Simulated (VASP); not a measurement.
# GaN: structure and properties in VASP, part 2 of 2

What structure and properties does AM05 give GaN, and how near are they to the measured ones? The start is a cell from a database of measured crystal structures.

VASP 6.6.1, plane waves and PAW; the level of theory is named at each step.

So far, gap on the k-mesh (eV): 2.02 in steps 2, 3 and 6. The relaxed cell has a = 3.180, c = 5.177 Å (conventional setting).

The database entry behind the starting cell differs from later determinations by our own check (thin film, about 0.3 % long), so it need not match the best structure at ambient conditions.

## 8. Elastic constants (AM05)

IBRION = 6 with ISIF = 3 strains the cell both ways at fixed fractional positions, and adds the ions' share afterwards from the force constants. Stress converges slowly with the basis, so the cutoff is raised.

Contents of INCAR:

```
SYSTEM = GaN
PREC = Accurate
ENCUT = 560
EDIFF = 1E-07
NELM = 100
ISMEAR = 0
SIGMA = 0.05
LREAL = .FALSE.
ALGO = Normal
GGA = AM
NBANDS = 24
LORBIT = 11
LWAVE = .FALSE.
LCHARG = .FALSE.
KPAR = 4
IBRION = 6
NFREE = 2
POTIM = 0.015
ISIF = 3
NSW = 1
```

Contents of POSCAR:

```
GaN
1.0
    3.1804015281      0.0000000000      0.0000000000
   -1.5902007640      2.7543085176      0.0000000000
    0.0000000000      0.0000000000      5.1773553217
Ga N
2 2
Direct
    0.6666666667      0.3333333333      0.5915912693
    0.3333333333      0.6666666667      0.0915912693
    0.6666666667      0.3333333333      0.9684087307
    0.3333333333      0.6666666667      0.4684087307
```

Contents of KPOINTS:

```
Automatic mesh
0
Gamma
8 8 5
0 0 0
```

PAW data sets: Ga_d and N (PBE family, release 64).

On the command line:

```bash
mpirun -np 4 vasp_std
```

Wall time 10 min (4 MPI ranks of AMD EPYC 7R43, shared host); peak memory 1.3 GiB.

The last energy, forces, stress and levels in OUTCAR belong to the last displaced cell, not to the cell of POSCAR.

This step gave:

| Property | Result |
| --- | --- |
| irreducible k-points | 30 |
| pressure of the cell | -0.07850 GPa |
| largest force of the cell | 6.82e-4 eV/Å |
| mechanically stable | yes |
| bulk modulus (Voigt) | 183.7 GPa |
| shear modulus (Voigt) | 110.6 GPa |
| bulk modulus (Hill) | 183.7 GPa |
| shear modulus (Hill) | 109.1 GPa |
| Young's modulus | 273.3 GPa |
| Poisson's ratio | 0.2521 |

Elastic constants with relaxed ions, Voigt order xx yy zz yz xz xy (GPa):

```
341.5 121.0  86.9   0.0   0.0   0.0
121.0 341.5  86.9   0.0   0.0   0.0
 86.9  86.9 380.7   0.0   0.0   0.0
  0.0   0.0   0.0  93.2   0.0   0.0
  0.0   0.0   0.0   0.0  93.2   0.0
  0.0   0.0   0.0   0.0   0.0 110.3
```

Elastic constants with clamped ions, Voigt order xx yy zz yz xz xy (GPa):

```
399.6  94.0  57.7   0.0   0.0   0.0
 94.0 399.6  57.7   0.0   0.0   0.0
 57.7  57.7 435.7   0.0   0.0   0.0
  0.0   0.0   0.0 108.1   0.0   0.0
  0.0   0.0   0.0   0.0 108.1   0.0
  0.0   0.0   0.0   0.0   0.0 152.8
```

B/G is 1.68, which by Pugh's rule of thumb (1.75) points to a brittle solid. With the density of 6.13 g/cm³ the Hill moduli give sound speeds of 7.33 km/s (longitudinal) and 4.22 km/s (transverse), and from their mean a Debye temperature of 621 K.

## 9. Optical spectrum (AM05)

LOPTICS sums transitions from filled to empty bands. The mesh is finer than in the run before. NBANDS is raised for it.

Contents of INCAR:

```
SYSTEM = GaN
PREC = Accurate
ENCUT = 520
EDIFF = 1E-06
NELM = 100
ISMEAR = 0
SIGMA = 0.05
LREAL = .FALSE.
ALGO = Normal
GGA = AM
NBANDS = 50
LORBIT = 11
LWAVE = .FALSE.
LCHARG = .FALSE.
KPAR = 4
LOPTICS = .TRUE.
NEDOS = 1500
CSHIFT = 0.1
```

POSCAR is that of step 8.

Contents of KPOINTS:

```
Automatic mesh
0
Gamma
12 12 7
0 0 0
```

On the command line:

```bash
mpirun -np 4 vasp_std
```

Wall time 69 s (4 MPI ranks); peak memory 1.4 GiB; 3.6 min of CPU time.

These are independent-particle spectra without excitons or local fields, and fine structure depends on the mesh and on CSHIFT.

This step gave:

| Item | Value |
| --- | --- |
| SCF cycles | 14 |
| bands | 50 |
| irreducible k-points | 76 |
| Fermi energy | 5.522 eV |
| pressure | -0.01522 GPa |

The imaginary dielectric function has structure finer than the step of the table below, so its rows give means over 1 eV, whole bins alone (the curve runs from 0 to 25.0 eV). Peaks (eV: height): xx 3.1: 1.95, 4.0: 2.27, 7.1: 7.40, 8.0: 8.58, 8.7: 7.42, 11.2: 6.84; zz 3.8: 2.80, 4.8: 3.61, 5.9: 10.3, 6.7: 9.08, 8.1: 8.28, 9.7: 6.40, 10.7: 9.21.

The imaginary dielectric function by photon energy; means over each step:

```
photon energy (eV)      xx      zz
                 1  0.0372  0.0396
                 2   0.383   0.395
                 3    1.24    1.38
                 4    1.52    1.78
                 5    2.73    2.77
                 6    6.10    7.58
                 7    6.75    7.37
                 8    7.22    6.55
                 9    6.46    4.34
                10    5.25    5.41
                11    6.27    7.77
                12    4.75    4.64
                13    2.49    2.02
                14    1.80    1.67
                15    1.26    1.45
                16   0.864   0.915
                17   0.822   0.701
                18   0.742   0.675
                19   0.602   0.569
                20   0.520   0.584
                21   0.527   0.556
                22   0.400   0.417
                23   0.513   0.483
                24   0.404   0.472
```

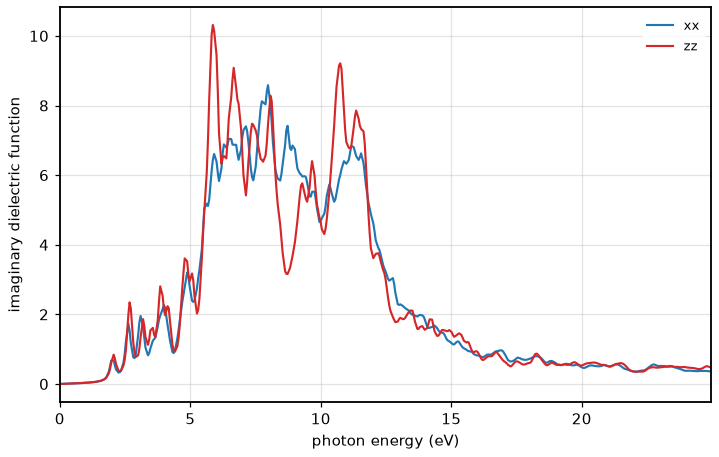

Imaginary dielectric function, plotted against photon energy.

Real dielectric function against photon energy:

```
photon energy (eV)       xx       zz
                 0     5.80     5.96
                 2     6.50     6.86
                 4     6.53     6.44
                 6     6.70     4.82
                 8     2.32     2.43
                10    0.890     1.42
                12    -2.89    -3.40
                14    -1.67    -1.25
                16   -0.753   -0.972
                18   -0.188  -0.0773
                20  -0.0158   0.0825
                22    0.201    0.160
                24    0.283    0.312
```

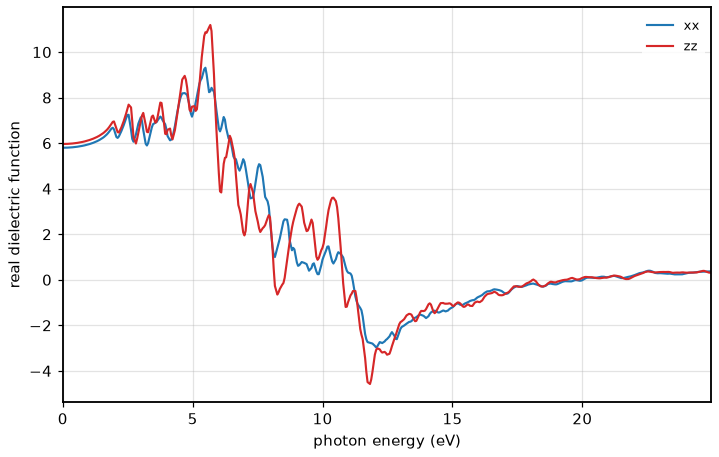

Real dielectric function against photon energy.

Its static limit, 5.85, stands beside 5.72 from the response with local fields; local fields, the finite band count and the meshes make the difference. The mean of ε2 over directions passes 5 % of its top at 1.92 eV, against a least direct gap of 2.02 eV on this mesh; what lies under the gap is the tail of the broadening by CSHIFT.

## 10. Core levels (AM05)

Core levels shift with the potential at each site, so they tell like atoms on unlike sites apart.

INCAR, as its differences from that of step 9:

```diff
@@ -10,3 +10,3 @@
 GGA = AM
-NBANDS = 50
+NBANDS = 24
 LORBIT = 11
@@ -15,4 +15,2 @@
 KPAR = 4
-LOPTICS = .TRUE.
-NEDOS = 1500
-CSHIFT = 0.1
+ICORELEVEL = 1
```

POSCAR is that of step 9.

Contents of KPOINTS:

```
Automatic mesh
0
Gamma
8 8 5
0 0 0
```

On the command line:

```bash
mpirun -np 4 vasp_std
```

Wall time 21 s (4 MPI ranks); peak memory 0.54 GiB; 64 s of CPU time.

These are scalar-relativistic Kohn-Sham levels of the ground state, with no core hole, so they are not binding energies.

This step gave:

| Quantity | Value |
| --- | --- |
| SCF cycles | 15 |
| bands | 24 |
| irreducible k-points | 30 |
| Fermi energy | 5.603 eV |
| pressure | -0.01859 GPa |
| gap on the k-mesh | 2.016 eV |
| least direct gap on the k-mesh | 2.016 eV |

Kohn-Sham core levels. Core levels, by row:

```
atom  shell  level below the valence-band top (eV)
 Ga1     1s                                  10222
 Ga1     2s                                   1256
 Ga1     2p                                   1092
 Ga1     3s                                    142
 Ga1     3p                                  92.73
 Ga2     1s                                  10222
 Ga2     2s                                   1256
 Ga2     2p                                   1092
 Ga2     3s                                    142
 Ga2     3p                                  92.73
  N3     1s                                  375.7
  N4     1s                                  375.7
```

Atoms of one element give levels within 0.1 eV of each other.

## 11. Band structure (AM05 + SOC)

This step: AM05, spin-orbit coupling; plane waves and PAW (Ga_d, N) (VASP 6.6.1).

The mesh alone shows little of the dispersion and can miss band extrema, so KPOINTS_OPT adds a path through the symmetry points after the self-consistent cycle. Spin-orbit coupling needs spinors and the noncollinear program, where each band holds one electron.

INCAR, as its differences from that of step 10:

```diff
@@ -10,3 +10,8 @@
 GGA = AM
-NBANDS = 24
+LNONCOLLINEAR = .TRUE.
+MAGMOM = 0 0 0 0 0 0 0 0 0 0 0 0
+NBANDS = 48
+GGA_COMPAT = .FALSE.
+LASPH = .TRUE.
+LSORBIT = .TRUE.
 LORBIT = 11
@@ -15,2 +20 @@
 KPAR = 4
-ICORELEVEL = 1
```

POSCAR is that of step 10.

Contents of KPOINTS:

```
Automatic mesh
0
Gamma
7 7 4
0 0 0
```

Contents of KPOINTS_OPT:

```
Line mode
16
Line-mode
Reciprocal
  0.00000000   0.00000000   0.00000000 GAMMA
  0.50000000   0.00000000   0.00000000 M

  0.50000000   0.00000000   0.00000000 M
  0.33333333   0.33333333   0.00000000 K

  0.33333333   0.33333333   0.00000000 K
  0.00000000   0.00000000   0.00000000 GAMMA

  0.00000000   0.00000000   0.00000000 GAMMA
  0.00000000   0.00000000   0.50000000 A

  0.00000000   0.00000000   0.50000000 A
  0.50000000   0.00000000   0.50000000 L

  0.50000000   0.00000000   0.50000000 L
  0.33333333   0.33333333   0.50000000 H

  0.33333333   0.33333333   0.50000000 H
  0.00000000   0.00000000   0.50000000 A

  0.50000000   0.00000000   0.50000000 L
  0.50000000   0.00000000   0.00000000 M

  0.33333333   0.33333333   0.00000000 K
  0.33333333   0.33333333   0.50000000 H
```

On the command line:

```bash
mpirun -np 4 vasp_ncl
```

Elapsed: 3.1 min, on 4 MPI ranks; peak memory 1.4 GiB; 9.8 min of CPU time.

This step gave:

```yaml
bands: 48
irreducible_k_points: 32
free_energy_toten: -25.40 eV
fermi_energy: 5.533 eV
pressure: 0.07835 GPa
least_gap_on_mesh_and_path: 2.012 eV
least_direct_gap_on_mesh_and_path: 2.012 eV
```

On-site spin-orbit energy by atom:

```
atom  on-site spin-orbit energy (eV)
 Ga1                         -0.0109
 Ga2                         -0.0109
  N3                         -0.0001
  N4                         -0.0001
```

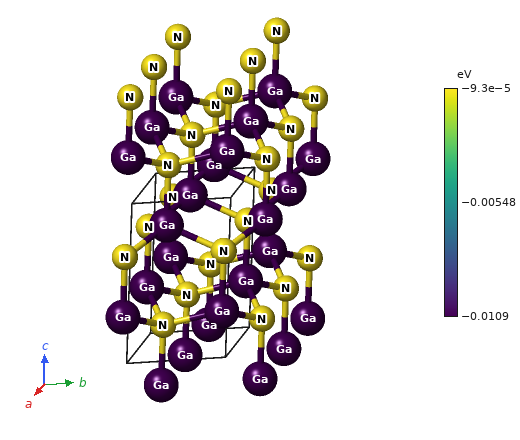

Atoms coloured by on-site spin-orbit energy. 3×2×2 cells are drawn.

Electronic bands along the path, in eV, zero at the valence-band top; v1 is the highest filled band, c1 the lowest empty one:

```
    point     v4     v3     v2     v1    c1    c2    c3    c4
        Γ   0.00   0.00   0.00   0.00  2.01  2.01  4.28  4.28
        M  -2.25  -2.25  -1.02  -1.02  5.02  5.02  5.59  5.59
        K  -3.03  -3.01  -2.77  -2.77  5.09  5.09  7.84  7.85
        Γ   0.00   0.00   0.00   0.00  2.01  2.01  4.28  4.28
        A  -0.53  -0.53  -0.53  -0.53  4.31  4.31  4.31  4.31
        L  -1.92  -1.92  -1.92  -1.92  4.39  4.39  4.39  4.39
        H  -1.50  -1.50  -1.50  -1.50  6.41  6.41  6.43  6.43
        A  -0.53  -0.53  -0.53  -0.53  4.31  4.31  4.31  4.31
jump to L  -1.92  -1.92  -1.92  -1.92  4.39  4.39  4.39  4.39
        M  -2.25  -2.25  -1.02  -1.02  5.02  5.02  5.59  5.59
jump to K  -3.03  -3.01  -2.77  -2.77  5.09  5.09  7.84  7.85
        H  -1.50  -1.50  -1.50  -1.50  6.41  6.41  6.43  6.43
```

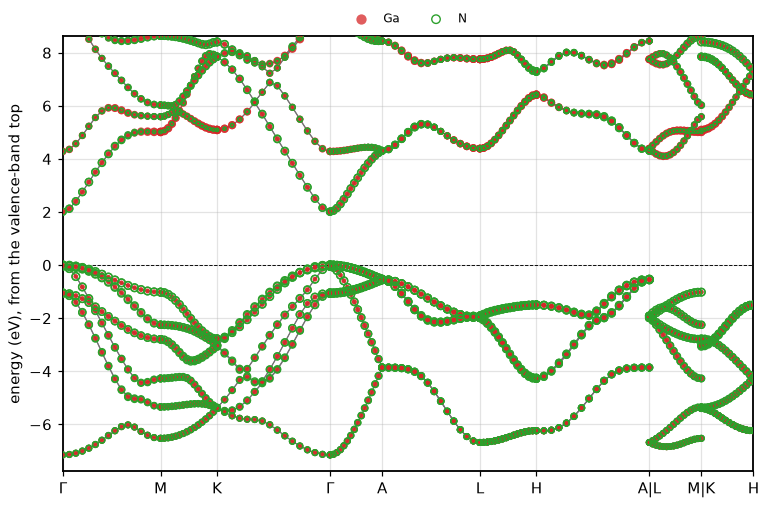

Electronic bands along the path; dots are coloured as in the legend, and their area grows with the weight.

The gap moves by -0.00 eV against AM05, which ran on another mesh.

## 12. Starting orbitals for the hybrid

This step: AM05; plane waves and PAW (Ga_d, N) (VASP 6.6.1).

A hybrid converges badly from random orbitals, so a cheap semilocal run writes a WAVECAR on the same mesh first.

Contents of INCAR:

```
SYSTEM = GaN
PREC = Accurate
ENCUT = 520
EDIFF = 1E-05
NELM = 100
ISMEAR = 0
SIGMA = 0.05
LREAL = .FALSE.
ALGO = Normal
GGA = AM
NBANDS = 24
LORBIT = 11
LWAVE = .TRUE.
LCHARG = .FALSE.
KPAR = 4
```

POSCAR is that of step 11.

Contents of KPOINTS:

```
Automatic mesh
0
Gamma
5 5 3
0 0 0
```

On the command line:

```bash
mpirun -np 4 vasp_std
```

It took 7 s on 4 MPI ranks; peak memory 0.45 GiB.

A gap read on the k-mesh alone can miss the band edges.

Numbers from this step:

| Item | Value |
| --- | --- |
| SCF cycles | 13 |
| bands | 24 |
| irreducible k-points | 10 |
| free energy (TOTEN) | -25.37 eV |
| Fermi energy | 5.607 eV |
| pressure | -0.01270 GPa |
| gap on the k-mesh | 2.013 eV |
| least direct gap on the k-mesh | 2.013 eV |

## 13. Band structure (HSE06)

This step: HSE06; plane waves and PAW (Ga_d, N) (VASP 6.6.1).

HSE06 mixes in a quarter of exact exchange at short range, at far higher cost; in semiconductors this cures much of the gap error, while metals seldom gain.

Contents of INCAR:

```
SYSTEM = GaN
PREC = Accurate
ENCUT = 520
EDIFF = 1E-06
NELM = 100
ISMEAR = 0
SIGMA = 0.05
LREAL = .FALSE.
ALGO = Normal
LHFCALC = .TRUE.
AEXX = 0.25
GGA = PE
HFSCREEN = 0.2
LASPH = .TRUE.
NBANDS = 24
PRECFOCK = Fast
LORBIT = 11
LWAVE = .FALSE.
LCHARG = .FALSE.
KPAR = 4
```

POSCAR is that of step 12.

KPOINTS is that of step 12.

KPOINTS_OPT, as its differences from that of step 11:

```diff
@@ -1,3 +1,3 @@
 Line mode
-16
+6
 Line-mode
```

The WAVECAR or CHGCAR of an earlier step is read.

On the command line:

```bash
mpirun -np 4 vasp_std
```

Run time: 30 min. Hardware: 4 MPI ranks; peak memory 0.99 GiB.

Numbers from this step:

```
SCF cycles                        : 11
free energy (TOTEN)               : -29.57 eV
Fermi energy                      : 4.771 eV
least gap on mesh and path        : 3.266 eV
least direct gap on mesh and path : 3.266 eV
```

The electronic bands at the labelled points (eV, zero at the valence-band top; v1 is the highest filled band, c1 the lowest empty one):

```
    point     v4     v3     v2     v1    c1    c2     c3     c4
        Γ  -1.13  -0.03   0.00   0.00  3.27  5.76  11.04  11.53
        M  -4.53  -2.98  -2.36  -1.08  6.40  7.04   7.49  10.55
        K  -5.69  -3.22  -3.22  -2.97  6.35  9.71   9.71  10.01
        Γ  -1.13  -0.03   0.00   0.00  3.27  5.76  11.04  11.53
        A  -0.58  -0.58  -0.58  -0.58  5.74  5.74  10.14  10.14
        L  -2.11  -2.11  -2.04  -2.04  5.73  5.73   9.40   9.40
        H  -4.54  -4.54  -1.59  -1.59  7.95  7.95   8.76   8.76
        A  -0.58  -0.58  -0.58  -0.58  5.74  5.74  10.14  10.14
jump to L  -2.11  -2.11  -2.04  -2.04  5.73  5.73   9.40   9.40
        M  -4.53  -2.98  -2.36  -1.08  6.40  7.04   7.49  10.55
jump to K  -5.69  -3.22  -3.22  -2.97  6.35  9.71   9.71  10.01
        H  -4.54  -4.54  -1.59  -1.59  7.95  7.95   8.76   8.76
```

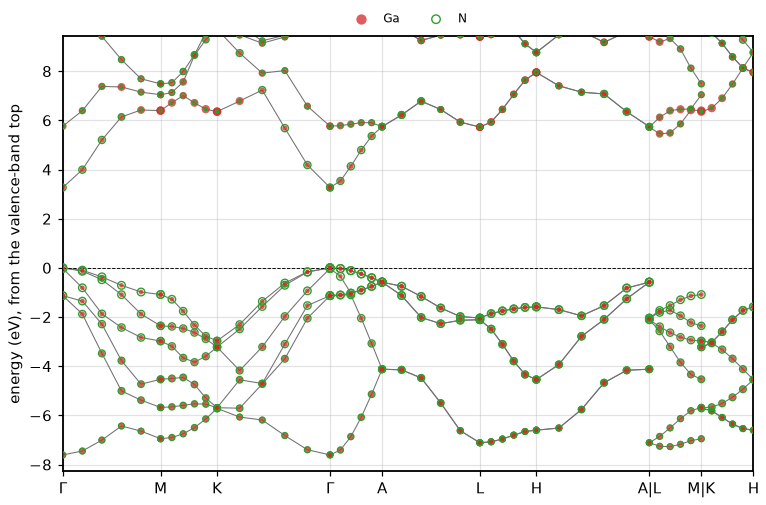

Electronic bands along the path; dots are coloured as in the legend, and their area grows with the weight.

The gap moves by +1.25 eV against AM05, which ran on another mesh.

The path shows a direct gap of 3.27 eV (valence top at Γ, conduction bottom at Γ).

## 14. Band structure (TB-mBJ)

This step: TB-mBJ; plane waves and PAW (Ga_d, N) (VASP 6.6.1).

Levels along the symmetry lines show where the bands peak and cross; KPOINTS_OPT computes them in the converged potential. TB-mBJ is a local potential fitted to gaps: it costs far less than a hybrid but gives no energy.

Contents of INCAR:

```
SYSTEM = GaN
PREC = Accurate
ENCUT = 520
EDIFF = 1E-06
NELM = 150
ISMEAR = 0
SIGMA = 0.05
LREAL = .FALSE.
ALGO = Normal
METAGGA = MBJ
LASPH = .TRUE.
NBANDS = 32
LORBIT = 11
LWAVE = .FALSE.
LCHARG = .FALSE.
KPAR = 4
```

POSCAR is that of step 13.

Contents of KPOINTS:

```
Automatic mesh
0
Gamma
8 8 5
0 0 0
```

KPOINTS_OPT, as its differences from that of step 13:

```diff
@@ -1,3 +1,3 @@
 Line mode
-6
+16
 Line-mode
```

On the command line:

```bash
mpirun -np 4 vasp_std
```

Elapsed: 1.9 min, on 4 MPI ranks; peak memory 0.74 GiB; 6.1 min of CPU time.

This functional is a potential without an energy, so its energies, forces and stress mean nothing and are not read.

This step gave:

| Property | Result |
| --- | --- |
| SCF cycles | 58 |
| bands | 32 |
| irreducible k-points | 30 |
| Fermi energy | 6.155 eV |
| least gap on mesh and path | 3.136 eV |
| least direct gap on mesh and path | 3.136 eV |

The electronic bands at the labelled points (eV, zero at the valence-band top; v1 is the highest filled band, c1 the lowest empty one):

```
    point     v4     v3     v2     v1    c1    c2     c3     c4
        Γ  -0.97  -0.03   0.00   0.00  3.14  5.72  10.68  11.39
        M  -3.87  -2.58  -1.96  -0.94  6.52  6.87   7.34  10.14
        K  -4.85  -2.74  -2.74  -2.51  6.53  9.26   9.26   9.78
        Γ  -0.97  -0.03   0.00   0.00  3.14  5.72  10.68  11.39
        A  -0.49  -0.49  -0.49  -0.49  5.51  5.51   9.90   9.90
        L  -1.82  -1.82  -1.77  -1.77  5.78  5.78   9.22   9.22
        H  -3.84  -3.84  -1.39  -1.39  7.80  7.80   8.63   8.63
        A  -0.49  -0.49  -0.49  -0.49  5.51  5.51   9.90   9.90
jump to L  -1.82  -1.82  -1.77  -1.77  5.78  5.78   9.22   9.22
        M  -3.87  -2.58  -1.96  -0.94  6.52  6.87   7.34  10.14
jump to K  -4.85  -2.74  -2.74  -2.51  6.53  9.26   9.26   9.78
        H  -3.84  -3.84  -1.39  -1.39  7.80  7.80   8.63   8.63
```

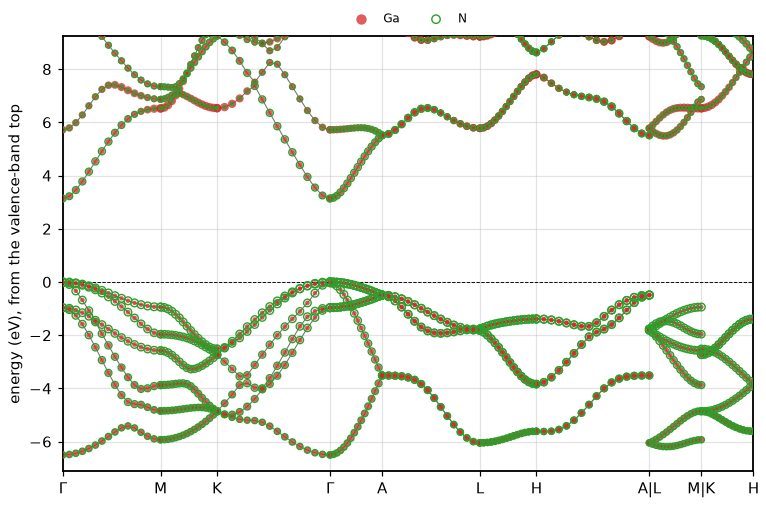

Electronic bands along the path; dots are coloured as in the legend, and their area grows with the weight.

The gap moves by +1.12 eV against AM05.

## 15. Results

- relaxed volume: 11.34 Å³/atom
- relaxed conventional cell a, b, c: 3.180, 3.180, 5.177 Å; angles 90.0, 90.0, 120.0°
- space group after relaxing, within 0.02 Å: P6_3mc (No. 186)
- band gap: 2.02 eV, direct
- gap on the dense mesh: 2.02 eV
- static dielectric constant from modes and Born charges, mean: 10.4
- electronic dielectric constant, mean: 5.72
- highest zone-centre mode: 678 cm⁻¹
- bulk modulus (Hill): 184 GPa
- shear modulus (Hill): 109 GPa
- Debye temperature from the elastic constants: 621 K
- strongest peak of ε2, mean over directions: 7.98 eV
- ε1 at zero frequency, no local fields, mean: 5.85
- shallowest level of the frozen cores: Ga1 3p, 92.7 eV deep
- band gap (AM05 + SOC): 2.01 eV, direct
- band gap (HSE06): 3.27 eV, direct
- band gap (TB-mBJ): 3.14 eV, direct

**Reading.** With AM05, GaN relaxes to 11.34 Å³/atom in space group P6_3mc (held by the symmetry of the run) and has a direct gap of 2.02 eV (3.27 eV with HSE06). Against the listed cell the volume lies -1.6 % (a -0.5 %, c -0.6 %). Vibrations at Γ (AM05): The highest mode at Γ, 677.6 cm⁻¹, is mostly motion of N (100 % of the kinetic energy). Band structure (AM05 + SOC): On this path the gap is direct, 2.01 eV, with the valence top at Γ and the conduction bottom at Γ. Band structure (HSE06): The path shows a direct gap of 3.27 eV (valence top at Γ, conduction bottom at Γ). Band structure (TB-mBJ): The path shows a direct gap of 3.14 eV (valence top at Γ, conduction bottom at Γ). The other levels ran on the cell relaxed with AM05, and without spin-orbit coupling unless named. Semilocal functionals usually underestimate gaps. Modes at Γ alone can't show that the crystal is stable at other wave vectors, and the LO-TO splitting is not included. No search among competing phases was made, and a listed structure need not be the one stable at ambient conditions. All values are for a static lattice at zero temperature.

Comparison with the measured values:

| quantity | measured | AM05 | AM05, spin-orbit coupling | HSE06 | TB-mBJ |
| --- | --- | --- | --- | --- | --- |
| lattice constant a (Å) | 3.189 | 3.180 (-0.3 %) | - | - | - |
| lattice constant c (Å) | 5.186 | 5.177 (-0.2 %) | - | - | - |
| band gap (direct gap) (eV) | 3.503 | 2.02 (-1.49 eV) | 2.01 (-1.49 eV) | 3.27 (-0.24 eV) | 3.14 (-0.37 eV) |
| static dielectric constant (mean of the tensor) | 8.9 | 10.40 (+16.8 %) | - | - | - |
| Raman mode, E2(high) (cm⁻¹) | 570 | 547 (-4.0 %) | - | - | - |

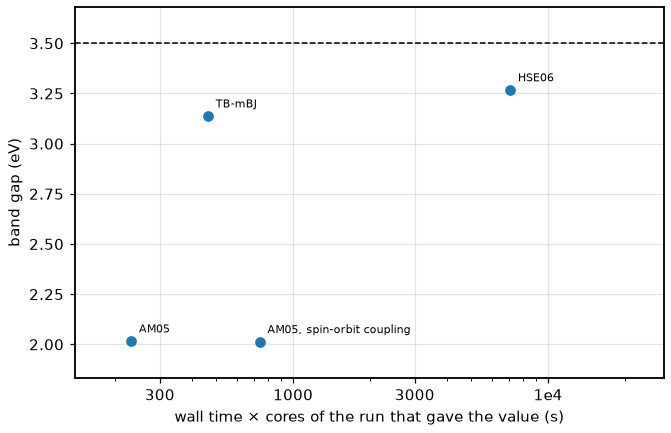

The band gap by level, against the cost of each run; the dashed line is the measured value.

Measured values from arxiv:1710.05670 (2017), pmc:6823545 (2019), arxiv:cond-mat/0501724 (2005) and arxiv:1601.01883 (2016).

Verdict: The lattice constant a is off by -0.3 %: good agreement. The lattice constant c is off by -0.2 %: good agreement. For the band gap, of the levels listed nearest comes HSE06 (-0.24 eV, good agreement) and farthest AM05, spin-orbit coupling (-1.49 eV, a clear miss). Zero-point and thermal motion shift the measured gap. The static dielectric constant is off by +16.8 %: fair agreement. The Raman mode is off by -4.0 %: fair agreement. The grades are ours: good and fair within 0.7 and 1.5 % for the lattice constant a, 0.8 and 2 % for the lattice constant c, 10 and 25 % for the static dielectric constant and 3 and 7 % for the Raman mode. For lattice constants, static dielectric constant and Raman mode the calculation has a static lattice, without zero-point motion or thermal expansion (measured at up to 300 K).

[Lines on the potential files, build, host, timing and source positions are cut from VASP's logs without a mark.]

[Logs are printed without paths, hosts, clocks, repeated set-up lines and the standing remarks that a program may print on its own settings, such as how far it seeks lower states.]

[Hosts, paths, dates, database ids (printed as entryN), source tags and the programs' standing remarks are cut or masked in the printed files.]

[Measured values are set beside computed ones only where the two were judged alike; some that the calculation misses by far are left out.]
